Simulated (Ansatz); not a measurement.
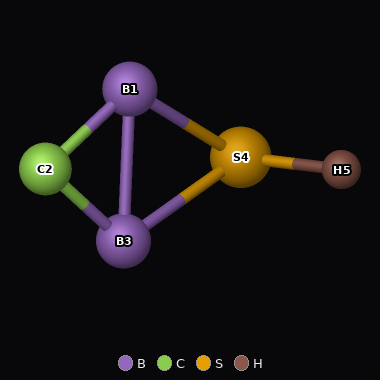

The system is CHB2S, charge +1; the picture shows the grid point nearest to the relaxed geometry. Two internal coordinates are moved rigidly from the geometry relaxed at PBE0-D4/def2-TZVP, all others fixed. The first coordinate is: bond S4–H5; the second: angle H5–S4–B3. The grid has 7 × 7 points. Points are written as (first, second). Energies: kJ/mol, counted from the lowest grid point. These are results of Ansatz, RHF-CCSD(T), frozen core/def2-TZVPP, not measurements.

Its coordinates:

```xyz
5

B     0.6173    0.1921    0.7507
C     0.7799   -1.1662    0.8521
B    -0.2800   -0.9502    0.0086
S    -0.8571    0.8118   -0.2131
H    -0.2810    1.1031   -1.3576
```

Range: bond S4–H5 from 1.170 to 1.769 Å; angle H5–S4–B3 from 76.2 to 124.2°.

What will the energy surface look like?

Answer. The lowest grid point is at (1.314 Å, 100.2°). The bottom of the well lies between grid points, at about (1.354 Å, 99°), about 2.2 kJ/mol lower on the interpolated surface. It is the only kind of minimum in the scanned range. The highest grid point, (1.769 Å, 76.2°), lies 135 kJ/mol above the lowest. Round the minimum the two coordinates are nearly uncoupled.

| angle H5–S4–B3 ↓, bond S4–H5 → | 1.170 | 1.228 | 1.314 | 1.413 | 1.524 | 1.643 | 1.769 |
| --- | --- | --- | --- | --- | --- | --- | --- |
| 124.2 | 93 | 60 | 38 | 38 | 58 | 91 | 130 |
| 116.2 | 73 | 40 | 18 | 19 | 40 | 73 | 114 |
| 108.2 | 60 | 27 | 5 | 7 | 28 | 62 | 104 |
| 100.2 | 54 | 21 | 0 | 2 | 23 | 58 | 100 |
| 92.2 | 57 | 25 | 3 | 5 | 27 | 62 | 104 |
| 84.2 | 70 | 37 | 16 | 17 | 39 | 74 | 115 |
| 76.2 | 92 | 60 | 38 | 39 | 60 | 94 | 135 |

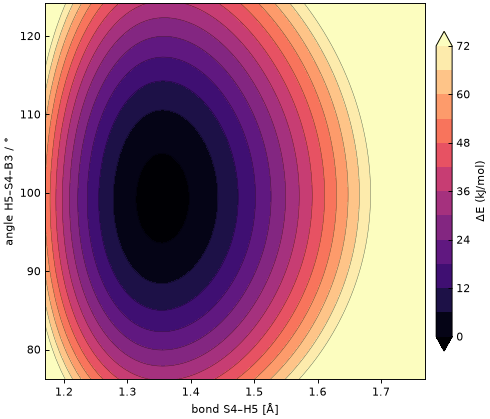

Drawn: filled contours, one colour for all values above the top of the scale. Between grid points the surface is interpolated.
